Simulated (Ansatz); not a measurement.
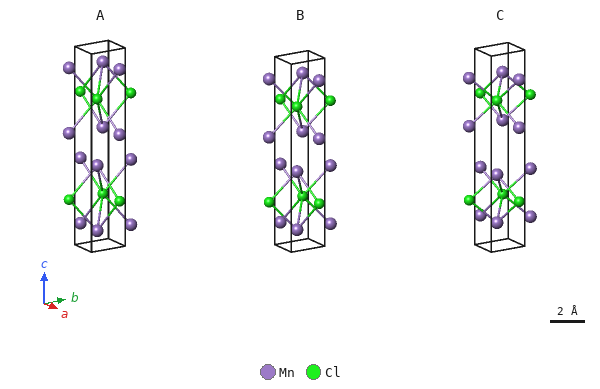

3 geometries from one relaxation of a crystal of Mn2Cl (built on the 2H molybdenite_194 type) (coarse preliminary run), in shuffled order. The picture is a ball-and-stick view of the cell of the calculation, seen slightly off an axis.

Case: 2H molybdenite type (P6_3/mmc, No. 194).

Method: DFT PBE, scalar-relativistic, plane waves, PAW (Ansatz). (plane-wave cutoff 420 eV; k-point mesh 6 × 6 × 2; occupations gaussian; smearing width 0.1 eV; collinear spin; cell and atoms relaxed; force threshold 0.04 eV/Å; at most 70 steps)

Question: Put them in the order of the run, from the start to the converged end.

Answer: C, B, A. They are steps 0, 2, 7, at +3.955 eV per cell of the calculation, +0.461 eV per cell of the calculation relative to the last. The energy falls by 3.955 eV per cell of the calculation in 6 accepted moves (7 points after the start). The largest force component goes from 3.2 to 0.0014 eV/Å. The pressure goes from 11.51 to −0.06 GPa. The SCF was repeated once at an unchanged geometry on a basis and grid sized afresh for the cell, which shifted the energy by 0.7 meV per cell of the calculation at most. The largest moves relative to the cell, 0.51 Å, are those of Mn atoms. Cl stays in place. Cell: a = b 3.071 → 3.097 Å (+0.8 %), c 11.946 → 12.078 Å (+1.1 %). Volume +2.8 %. Some distances before and after: Mn–Mn 3.525 → 2.729 Å, Cl–Mn 2.299 → 2.674 Å. Bond angles that change, for instance: Mn–Cl–Mn 79.1° → 96.1°, Cl–Mn–Cl 83.8° → 70.8°, Mn–Cl–Mn 83.8° → 70.8°. The space group stays P6_3/mmc (No. 194). Cost: 87 s on 1 thread of Intel(R) Xeon(R) Platinum 8375C CPU @ 2.90GHz (Ice Lake) (shared host), peak memory 0.51 GiB.
